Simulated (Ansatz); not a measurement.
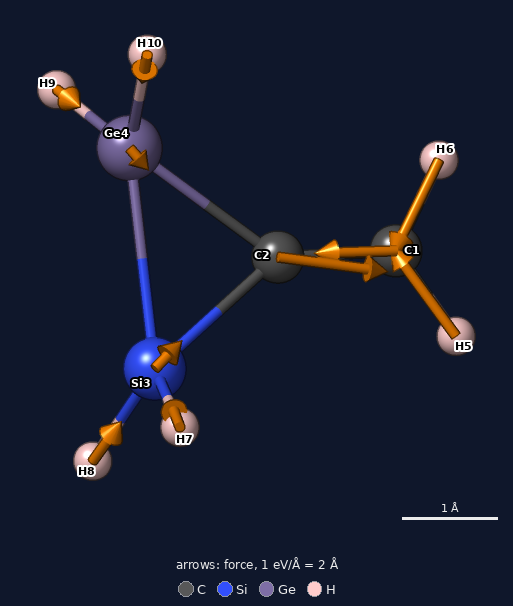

Starting geometry of C₂H₆GeSi with the computed forces as orange arrows. The picture is a ball-and-stick view, seen at a tilt.

The start comes from PBE-D4/def2-SVP.

All numbers below come from RKS PBE0-D4/def2-TZVP (Ansatz).

The input:
```yaml
crystal:
  periodic: [false, false, false]
  atoms:
    - {symbol: C, position_ang: [-1.383824, 0.739670, -0.962601]}
    - {symbol: C, position_ang: [-0.379479, 0.171254, -0.276113]}
    - {symbol: Si, position_ang: [0.571008, -1.436760, -0.025583]}
    - {symbol: Ge, position_ang: [0.997384, 0.586441, 1.096027]}
    - {symbol: H, position_ang: [-1.980893, 0.172391, -1.702286]}
    - {symbol: H, position_ang: [-1.665889, 1.800209, -0.825546]}
    - {symbol: H, position_ang: [1.453336, -1.913629, -1.146596]}
    - {symbol: H, position_ang: [-0.138667, -2.575873, 0.653615]}
    - {symbol: H, position_ang: [0.479273, 0.857715, 2.528905]}
    - {symbol: H, position_ang: [2.130749, 1.547481, 0.662978]}
basis:
  gaussian: {orbitals: def2-TZVP}
hamiltonian: {xc: pbe0, dispersion: d4}
relax: {f_tol: 0.005, max_steps: 150}
```

Launched with:
```bash
ansatz run in.yaml --threads 4 --pin off --events-out ev --progress --plain --max-ram 10444MiB
```

Is this structure relaxed? If not, where do the atoms go?

It isn't relaxed: the largest force vector, on C2, is 0.63 eV/Å. The final displacements follow the starting forces only in part (cosine between the two patterns 0.72). The largest move after the best rigid fit is that of H6, 0.036 Å. Largest moves by element: H 0.036 Å, C 0.022 Å, Si 0.018 Å, Ge 0.015 Å. Some distances before and after: Si3–Ge4 2.352 → 2.327 Å, C2–Si3 1.885 → 1.861 Å, Si3–H7 1.504 → 1.485 Å, C1–C2 1.343 → 1.324 Å. The energy falls by 0.95 kcal/mol in 4 accepted moves (5 points after the start). The largest force component goes from 0.57 to 0.0028 eV/Å. The line search rejected the trial step at point 4 of the run. Cost: 21 s on 4 threads of Arm Neoverse V1, with other jobs on the host.
